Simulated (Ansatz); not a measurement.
**B2PLYP/cc-pVDZ run of Si2H3F3 (SMILES F[Si](F)(F)[SiH3])**

Aim: the vertical singlet–triplet gap of Si2H3F3 at B2PLYP/cc-pVDZ, from 2 runs. 

The results are computed with Ansatz 0.2.0.

48 further runs of the same task are left out: 4 that didn't finish, 44 set aside as unsound or not needed.

## (1) The system as given

Si2H3F3 has 8 atoms, charge 0, and is taken as a singlet. As SMILES, `F[Si](F)(F)[SiH3]`. Geometry: relaxed at PBE0-D4/def2-TZVP.

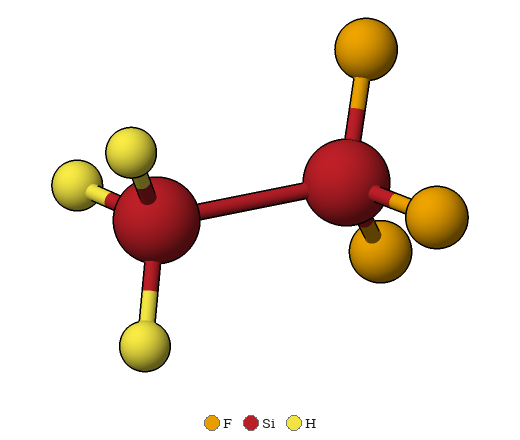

Viewed from a chosen angle; fluorine amber, silicon red, hydrogen yellow.

## (2) A single-point energy at B2PLYP/cc-pVDZ

run.yaml

```yaml
basis:
  gaussian:
    orbitals: cc-pVDZ
crystal:
  periodic: [false, false, false]
  atoms:
    - {symbol: F, position_ang: [1.310500, -1.060500, 1.504800]}
    - {symbol: Si, position_ang: [0.534400, -0.990500, 0.128500]}
    - {symbol: F, position_ang: [-0.479300, -2.204500, 0.107900]}
    - {symbol: F, position_ang: [1.595600, -1.255900, -1.013900]}
    - {symbol: Si, position_ang: [-0.550700, 1.050400, -0.152600]}
    - {symbol: H, position_ang: [-1.525600, 1.227900, 0.951900]}
    - {symbol: H, position_ang: [0.460600, 2.135800, -0.122800]}
    - {symbol: H, position_ang: [-1.253300, 1.040400, -1.459500]}
total_charge: 0
hamiltonian:
  xc: {name: B2PLYP}
correlation:
  frozen_orbitals: {F: 1, H: 0, Si: 5}
accuracy: high
output: {orbitals: {seedname: orbitals}}
```

Run with:

```
$ ansatz run run.yaml --threads 1 --pin off --max-ram 3480MiB --events-out events.jsonl --progress --plain --runs-dir runs
```

The program printed:

```text
Warning: RAYON_NUM_THREADS=1 ignored (pool sized by the plan → 1); use --threads N
Functional definition: B2PLYP
  name "B2PLYP"
  parameter a = 0.53
  parameter c = 0.27
  exchange = (1 - a)*b88_x + a*exact_x
  correlation = (1 - c)*lyp_c + c*(mp2_os + mp2_ss)
2061 factors; integrals over basis functions are off by at most 4.6e-9 eV
mean field evaluation 1: about -23936.5646 eV, gradient 4.4e1 eV
mean field evaluation 2: about -23936.8095 eV, gradient 4.4e1 eV
mean field evaluation 4: about -23939.8919 eV, gradient 1.1e0 eV
mean field evaluation 8: about -23939.9167 eV, gradient 3.8e-2 eV
mean field evaluation 16: about -23939.9167 eV, gradient 1.6e-5 eV
mean field -23939.91671789 eV, -879.7757123242 hartree, gradient 6.1e-8 eV, S^2 0.000000; 0 other end points of the search recorded, 0 dependent functions left out
13 core orbitals not correlated: weight in the atoms' cores, before any rotation towards them, 1.000 or more for the frozen orbitals, at most 0.000 for the correlated occupied ones
reference -23939.91674378 eV, -879.7757132753 hartree; 16, 16 occupied and 64, 64 virtual orbitals, 2061 factors
second order -24.50991102 eV of doubles, -0.00000000 eV of singles
Total energy: -23946.53441975 eV, -880.0189083819 hartree
```

Wall time 13 s (1 thread of Arm Neoverse V2, shared host); peak memory 0.34 GiB.

## (3) The triplet, same level

run.yaml, as its differences from that of step 2:

```diff
@@ -1,4 +1 @@
-basis:
-  gaussian:
-    orbitals: cc-pVDZ
 crystal:
@@ -14,8 +11,8 @@
     - {symbol: H, position_ang: [-1.253300, 1.040400, -1.459500]}
-total_charge: 0
-hamiltonian:
-  xc: {name: B2PLYP}
-correlation:
-  frozen_orbitals: {F: 1, H: 0, Si: 5}
+basis:
+  gaussian: {orbitals: cc-pVDZ}
+magnetization: {spin_polarized: true, initial_magnetization: 2}
+output: {orbitals: {seedname: orbitals}}
+hamiltonian: {xc: {name: B2PLYP}}
+correlation: {frozen_orbitals: {F: 1, H: 0, Si: 5}}
 accuracy: high
-output: {orbitals: {seedname: orbitals}}
```

Run with:

```
$ ansatz run run.yaml --threads 1 --pin off --max-ram 3480MiB --events-out events.jsonl --progress --plain --runs-dir runs
```

The program printed, cut to the lines that bear on the results:

```text
Warning: RAYON_NUM_THREADS=1 ignored (pool sized by the plan → 1); use --threads N
Functional definition: B2PLYP
  name "B2PLYP"
[...]
2061 factors; integrals over basis functions are off by at most 4.6e-9 eV
[...]
mean field -23932.75238588 eV, -879.5124279788 hartree, gradient 2.5e-8 eV, S^2 2.006209; 4 other end points of the search recorded, 0 dependent functions left out
13 core orbitals not correlated: weight in the atoms' cores, before any rotation towards them, 1.000 or more for the frozen orbitals, at most 0.000 for the correlated occupied ones
reference -23932.75241230 eV, -879.5124289499 hartree; 17, 15 occupied and 63, 65 virtual orbitals, 2061 factors
second order -24.52674237 eV of doubles, -0.00000000 eV of singles
Total energy: -23939.37463274 eV, -879.7557910623 hartree
```

Run time: 3.6 min. Hardware: 1 thread of Arm Neoverse V2, shared host; peak memory 0.55 GiB.

## (4) Summary of results

Level: B2PLYP/cc-pVDZ, 13 core orbitals frozen.

| quantity | value |
| --- | --- |
| singlet: total energy | -880.01891 Eh |
| singlet: HOMO energy (SCF part's orbitals) | -10.51 eV |
| singlet: LUMO energy (SCF part's orbitals) | 1.22 eV |
| singlet: HOMO–LUMO gap (SCF part's orbitals) | 11.73 eV |
| triplet: total energy | -879.75579 Eh |
| triplet: HOMO energy (SCF part's orbitals) (highest over α and β) | -3.42 eV |
| triplet: ⟨S²⟩ | 2.006 |
| vertical energy of the triplet above the singlet | 7.160 eV |

**Reading.** At this shape the triplet lies 7.16 eV (691 kJ/mol) above the singlet.
